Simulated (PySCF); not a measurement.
**C₄H₉FSSi (SMILES C/C=C(/[SiH2]F)SC): density, localisation and related maps**

Input

```
{"job": {"kind": "nmr", "xc": "PBE0", "basis": "pcSseg-1"}, "charge": 0, "multiplicity": 1}
C     -1.584284    -2.059520    -0.516138
C     -0.228044    -1.545246    -0.183981
C      0.086263    -0.272537     0.078728
Si     1.830257     0.231381     0.572871
F      2.676947    -1.134552     0.667575
S     -1.206441     0.951978     0.082654
C     -0.304242     2.491906    -0.255351
H     -1.522346    -2.828308    -1.284296
H     -2.228411    -1.250764    -0.856291
H     -2.041355    -2.506154     0.367712
H      0.561581    -2.283584    -0.138124
H      1.883866     0.806614     1.909814
H      2.521710     1.014468    -0.443312
H      0.362864     2.732400     0.566785
H     -1.062979     3.262872    -0.353246
H      0.247014     2.397989    -1.185315
```

Command:

```sh
OMP_NUM_THREADS=1 python probes_run.py task.json out
```

Geometry: GFN2-xTB.

These are results of PBE0/pcSseg-1, SCF density, gas phase, non-relativistic in PySCF, not measurements.

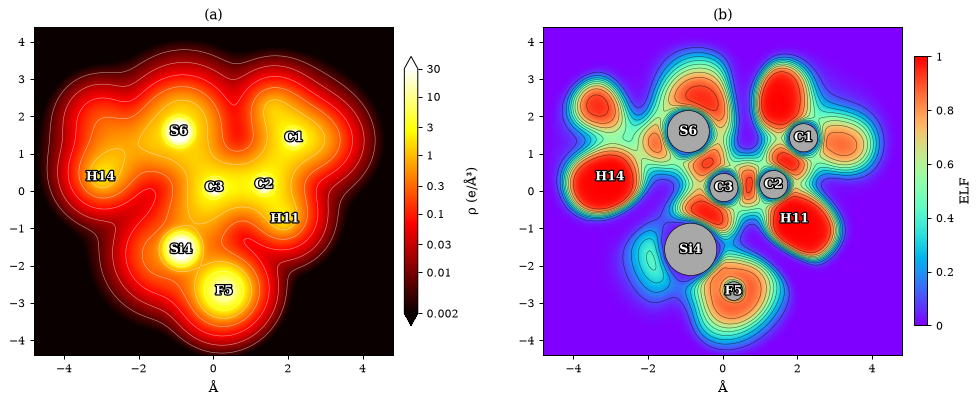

Figure 1. (a) total electron density; (b) ELF on the plane of atoms C3, C2 and H11. Grey discs cover the atomic cores in the ELF map.

Q: What do the fields say about this system?

A: The plane passes through C, Si, F, S and H nuclei. C–C (1.34 Å): ρ at the midpoint is about 2.2 e/Å³; the ELF peaks at about 0.90 between the atoms: a short, multiple covalent bond. Si–F (1.61 Å): ρ is about 1.1 e/Å³ halfway; the ELF peaks at about 0.85 in the valence shell of F, 0.5 Å from its nucleus, and is about 0.50 at the midpoint. C–S (1.78 Å): ρ is about 1.3 e/Å³ halfway; the ELF peaks at about 0.90 between the atoms, as expected for a covalent bond. C–Si (1.88 Å): the density is about 0.95 e/Å³ at the midpoint; the ELF peaks at about 0.95 between the atoms (a covalent bond). C–H (1.08 Å): ρ is about 2 e/Å³ halfway; the ELF climbs to about 1 towards the hydrogen, as it does in any bond to H: a covalent bond by its length. The ELF also peaks beside F5 and S6, away from the bonds: lone-pair regions.

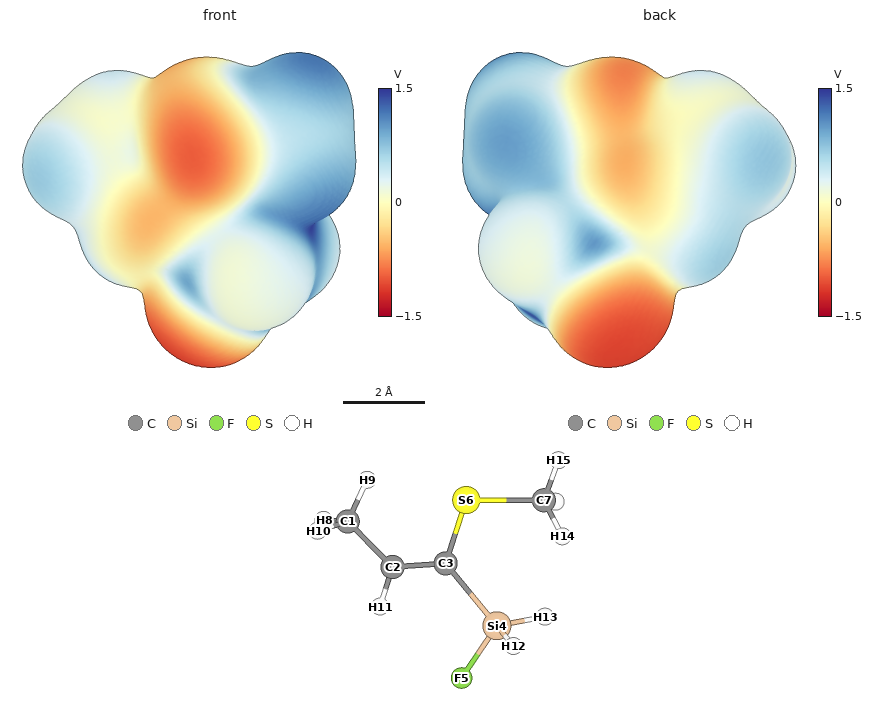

Figure 2. The molecular electrostatic potential painted on the density surface at 0.002 e/bohr³, seen from the front and from behind; the colour scale runs from red (negative) to blue (positive). The bare structure is drawn below in the same view.

Q: Where is the surface potential most negative and most positive?

A: The most negative region (about −1.1 V) lies over F5, the most positive (about +1.3 V) over Si4 and H14.

Q: How polar is the molecule by this calculation?

A: Its dipole moment is 1.58 D.
